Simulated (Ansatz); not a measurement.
**WO2Br2 (WBr₂O₂): trial inputs and their diagnosis**

Aim: try 3 inputs for WO2Br2 (WBr₂O₂) as typed, read how each ends, and find what has to change.

Method: the settings change from run to run; program: Ansatz 0.2.0, Gaussian basis.

### 1 The molecule

The structure was relaxed beforehand with B3LYP-D4/def2-SVP. W takes a core potential in def2 sets; no spin-orbit term is included.

5 atoms, charge 0, spin multiplicity 1.

Atoms are counted from 1 here; the program's logs count them from 0.

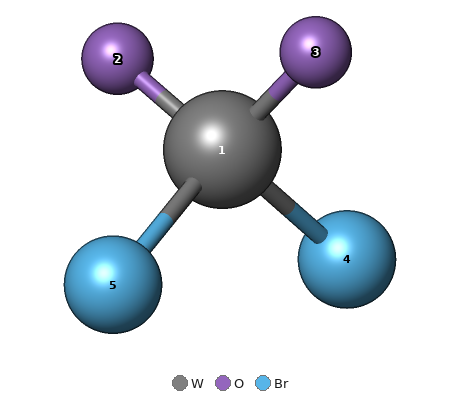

The geometry (tungsten grey, oxygen purple, bromine blue); atoms are numbered from 1 in the order of the file.

Coordinates:

```mol
Br2O2W
  3D, bonds by distance, orders not assigned

  5  4  0  0  0  0  0  0  0  0999 V2000
    0.1007   -0.0006    0.0707 W   0  0
    0.1506   -0.0135    1.7742 O   0  0
    1.7179    0.0066   -0.4669 O   0  0
   -0.9879    2.0382   -0.6725 Br  0  0
   -0.9812   -2.0308   -0.7054 Br  0  0
  1  2  8  0
  1  3  8  0
  1  4  8  0
  1  5  8  0
M  END
```

### 2 Attempt 1

Contents of in.yaml:

```yaml
crystal:
  periodic: [false, false, false]
  atoms:
    - {symbol: W, position_ang: [0.164651, 0.036190, 0.204619]}
    - {symbol: O, position_ang: [0.161893, -0.178033, 1.842244]}
    - {symbol: O, position_ang: [1.702190, -0.116139, -0.512184]}
    - {symbol: Br, position_ang: [-1.019713, 2.045024, -0.634797]}
    - {symbol: Br, position_ang: [-1.113062, -1.943886, -0.840866]}
basis:
  gaussian: {orbitals: def2-mTZVP, fitting: {mean_field: cc-pVTZ-jkfit}}
hamiltonian: {xc: {name: B2PLYP}}
```

Command:

```console
$ ansatz run in.yaml --threads 4 --pin off --events-out ev --progress --plain --max-ram 3916MiB
```

The program printed:

```text
Functional definition: B2PLYP
  name "B2PLYP"
  cite "Grimme, J. Chem. Phys. 124, 034108 (2006) doi:10.1063/1.2148954"
  cite "Becke, Phys. Rev. A 38, 3098 (1988) doi:10.1103/PhysRevA.38.3098"
  cite "Lee, Yang & Parr, Phys. Rev. B 37, 785 (1988) doi:10.1103/PhysRevB.37.785"
  parameter a = 0.53
  parameter c = 0.27
  exchange = (1 - a)*b88_x + a*exact_x
  correlation = (1 - c)*lyp_c + c*(mp2_os + mp2_ss)
Error: <dir> the basis set cc-pVTZ-JKFIT has no functions for W
```

Wall time 0.1 s (4 threads of Arm Neoverse V1, shared host).

**Diagnosis.** Refused before any calculation. The fitting set named has no entry for an element of this molecule. Cure: leave the fitting key out, or name a set that covers all elements and suits the basis. Its coordinates are also moved off the relaxed structure.

### 3 Attempt 2

Contents of in.yaml:

```yaml
crystal:
  periodic: [false, false, false]
  atoms:
    - {symbol: W, position_ang: [0.100695, -0.000553, 0.070678]}
    - {symbol: O, position_ang: [0.150552, -0.013454, 1.774180]}
    - {symbol: O, position_ang: [1.717870, 0.006593, -0.466947]}
    - {symbol: Br, position_ang: [-0.987897, 2.038170, -0.672466]}
    - {symbol: Br, position_ang: [-0.981220, -2.030756, -0.705445]}
basis:
  gaussian: {orbitals: def2-mTZVP}
total_charge: -2
hamiltonian: {xc: {name: HF}}
correlation: {method: rpa}
scf: {omitted_lower_state_checks: [starts]}
```

The command is unchanged.

The program printed (excerpt; [...] marks lines left out):

```text
Functional definition: HF
  name "HF"
  cite "Fock, Z. Phys. 61, 126 (1930) doi:10.1007/BF01340294"
  parent pbe
[...]
1468 factors; integrals over basis functions are off by at most 4.3e-4 eV
[...]
mean field -145880.70409953 eV, -5361.0169941650 hartree, gradient 3.0e-6 eV, S^2 0.000000; 0 other end points of the search recorded, 0 dependent functions left out; unrestricted orbitals would lower it
20 core orbitals not correlated: weight in the atoms' cores, before any rotation towards them, 1.000 or more for the frozen orbitals, at most 0.000 for the correlated occupied ones
reference -145880.70409953 eV, -5361.0169941650 hartree; 31, 31 occupied and 105, 105 virtual orbitals, 1468 factors
Total energy: -145913.65701360 eV, -5362.2279914208 hartree
Checks for a lower state left out: starts
```

It took 8.5 s on 4 threads of Arm Neoverse V1, shared host; peak memory 0.57 GiB.

Diagnosis: It ended without an error, which proves nothing about the input. The charge is far from anything that the molecule holds. It asks for charge -2; the species has 0. Its energy belongs to another ion. To mend it, type the charge that the molecule really has.

### 4 Attempt 3

Contents of in.yaml:

```yaml
crystal:
  periodic: [false, false, false]
  atoms:
    - {symbol: W, position_ang: [0.116185, 0.063352, 0.096456]}
    - {symbol: O, position_ang: [0.279403, 0.016474, 1.839419]}
    - {symbol: O, position_ang: [1.669557, -0.043539, -0.436172]}
    - {symbol: Br, position_ang: [-0.936788, 2.104390, -0.715339]}
    - {symbol: Br, position_ang: [-1.032486, -1.995850, -0.663601]}
basis:
  gaussian: {orbitals: def2-SVP}
total_charge: 1
magnetization: {spin_polarized: true, initial_magnetization: 1}
hamiltonian: {xc: {name: M06-2X}, dispersion: d4}
scf: {lower_state_search: off}
output: {forces: true}
```

Same command.

The program printed:

```text
Error: YAML parse error: error: line 13 column 19: hamiltonian.xc: no functional is named "M06-2X"; the names, which are not case-sensitive, are SVWN5, SPW92, PBE, PBE0, PBEsol, revPBE, revPBE0, RPBE, rPW86-PBE, HSE06, wPBEh, LC-wPBE, HISS, HF, BLYP, B3LYP, B3LYP5, BHLYP, CAM-B3LYP, r2SCAN, r2SCANh, r2SCAN0, r2SCAN50, m-r2SCAN, B97, wB97, wB97X, wB97X-V, B97M-V, wB97M-V, B2PLYP, B2GP-PLYP, PBE0-DH, PBE-QIDH
  --> <input>:13:19
   |
11 | total_charge: 1
12 | magnetization: {spin_polarized: true, initial_magnetization: 1}
13 | hamiltonian: {xc: {name: M06-2X}, dispersion: d4}
   |                   ^ hamiltonian.xc: no functional is named "M06-2X"; the names, which are not case-sensitive, are SVWN5, SPW92, PBE, PBE0, PBEsol, revPBE, revPBE0, RPBE, rPW86-PBE, HSE06, wPBEh, LC-wPBE, HISS, HF, BLYP, B3LYP, B3LYP5, BHLYP, CAM-B3LYP, r2SCAN, r2SCANh, r2SCAN0, r2SCAN50, m-r2SCAN, B97, wB97, wB97X, wB97X-V, B97M-V, wB97M-V, B2PLYP, B2GP-PLYP, PBE0-DH, PBE-QIDH
14 | scf: {lower_state_search: off}
15 | output: {forces: true}
   |
```

It took 0.05 s on 4 threads of Arm Neoverse V1, shared host.

What is wrong: The program refused the input. The method's name isn't one that the program takes here. It also asks for charge 1 and multiplicity 2, another species or state than the molecule above. Its coordinates are also moved off the relaxed structure. Cure: name a functional that the program knows, and set charge and spin to those of the species named.

### 5 Summary

| attempt | level | ended | cause | time |
| --- | --- | --- | --- | --- |
| 1 | B2PLYP/def2-mTZVP | refused | the fitting set named has no entry for an element of this molecule | 0.1 s |
| 2 | RPA/def2-mTZVP | converged | the charge is far from anything that the molecule holds | 8.5 s |
| 3 | M06-2X/def2-SVP | refused | the method's name isn't one that the program takes here | 0.05 s |

**Reading.** 2 refused, 1 converged. A refusal costs next to no computing time. The dangerous case is the input that converges on a wrong geometry, charge, spin, basis or grid: often only a look at the input shows it.
